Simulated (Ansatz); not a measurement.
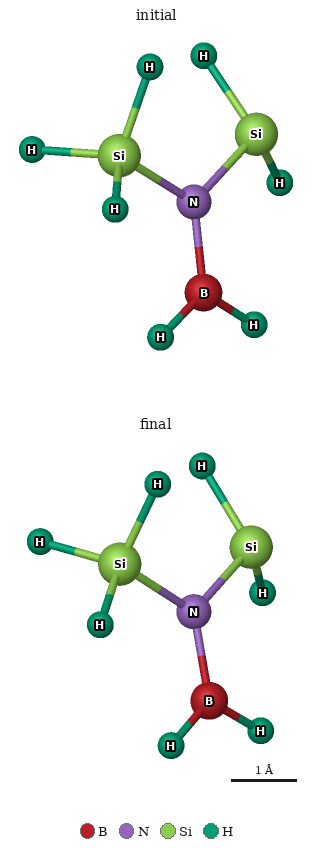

The structure of BSi2NH7 (multiplicity 2) before (top) and after (bottom) a relaxation, at one scale.

A ball-and-stick model, seen from a free direction.

The start comes from PBE-D4/def2-SVP.

These are results of Ansatz 0.2.0, UKS PBE0-D4/def2-TZVP, not measurements. Settings: force threshold 0.005 eV/Å; at most 150 steps.

Question: What changed between the two?

Answer: After 16 accepted moves (17 points after the start) the energy has fallen by 0.059 eV. The largest force component goes from 0.59 to 0.0045 eV/Å. The line search rejected the trial step at point 6 of the run. The atom that moves furthest after the best rigid fit is an H atom (0.33 Å). By element the largest moves are H 0.33 Å, B 0.12 Å, Si 0.11 Å, N 0.02 Å. Near-neighbour distances that change, for instance: N–Si 1.793 → 1.757 Å, B–H 1.219 → 1.200 Å, H–Si 1.506 → 1.488 Å, B–N 1.424 → 1.412 Å. Among the angles between lasting bonds that change: B–N–Si 119.3° → 121.4°. The run took 78 s on 4 threads of Arm Neoverse V1 (shared host).
